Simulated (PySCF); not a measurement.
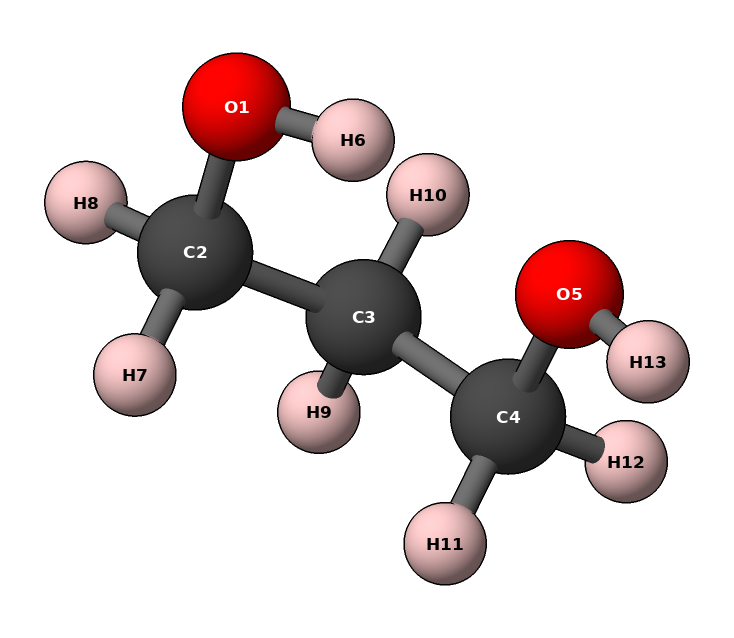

Computed geometry: PBE0-D3(BJ)/def2-SVP optimisation. No frequency run is at hand to confirm it as a minimum. Level of theory: GIAO PBE0/aug-cc-pVDZ NMR shielding, non-relativistic, gas phase (PySCF 2.14.0). Principal shieldings σ11 ≤ σ22 ≤ σ33, span Ω = σ33 − σ11, skew κ = 3(σiso − σ22)/Ω.

Give the shielding tensors of the C atoms.

| atom | σ11 | σ22 | σ33 | σiso | Ω | κ |
| --- | --- | --- | --- | --- | --- | --- |
| C2 | 109.7 | 121.2 | 162.7 | 131.2 | 53.0 | 0.57 |
| C3 | 148.2 | 163.3 | 168.8 | 160.1 | 20.6 | −0.47 |
| C4 | 104.6 | 120.6 | 161.4 | 128.9 | 56.8 | 0.44 |

Shieldings and span in ppm.
